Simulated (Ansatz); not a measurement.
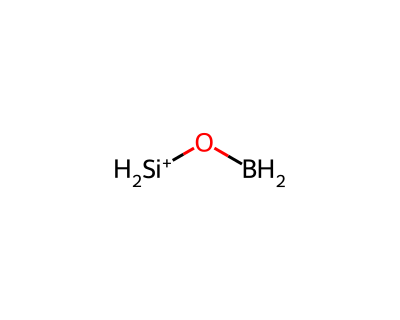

The drawing above gives the connectivity. The species has charge +1 and is a spin singlet. Computed geometry: PBE0-D4/def2-TZVP optimisation. No frequency run is at hand to confirm it as a minimum.

What does the molecule look like in three dimensions?

It has 7 atoms: 1 boron, 4 hydrogen, 1 oxygen and 1 silicon (BH4OSi(+)). As SMILES it reads `BO[SiH2+]`. It has no ring. Among its groups: Si–H bond, Si–O bond, B–H bond. The point group is C2v. Coordination: 1 B trigonal planar; 1 O linear; 1 Si trigonal planar.

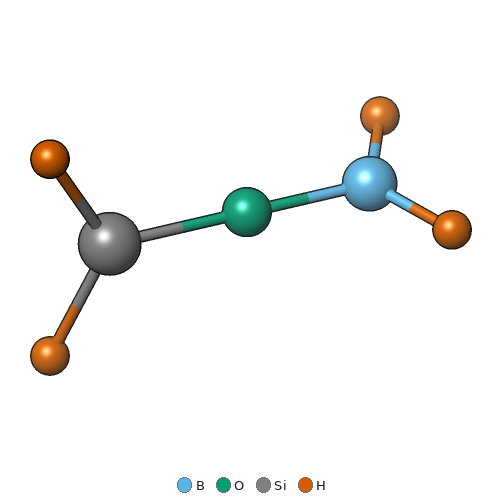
